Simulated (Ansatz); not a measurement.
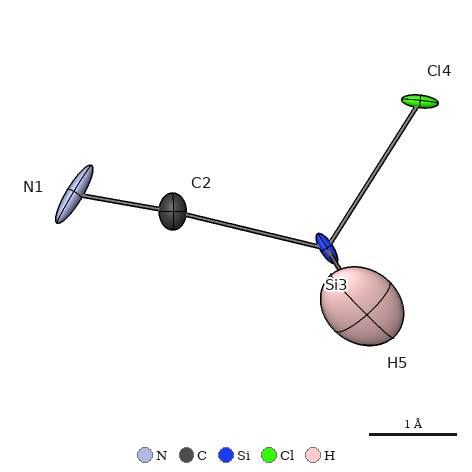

Displacement ellipsoids at the 50 % level, enlarged 1.5 times, from the internal vibrations of the free molecule (harmonic, no overall translation or rotation; no half-axis is drawn under 0.075 Å). The species is neutral and a spin doublet. Vibrations computed with UKS PBE0-D4/def2-TZVP (Ansatz 0.2.0). Temperature: 600 K.

Which atom moves most?

Answer. H5, with U_eq = 0.0349 Å².

Does H5 move more along its bond or across it?

Answer. Across it: the root-mean-square amplitude is 0.102 Å along the bond and up to 0.247 Å across, since bending and torsion are softer than stretching.

List U_eq and the three principal root-mean-square amplitudes for each kind of atom.

```
atom  U_eq (Å²)   rms amplitudes (Å)
  N1     0.0114  0.042, 0.061, 0.170
  C2     0.0081  0.068, 0.092, 0.105
 Si3     0.0030  0.015, 0.030, 0.088
 Cl4     0.0030  0.005, 0.025, 0.092
  H5     0.0349  0.101, 0.183, 0.247
```
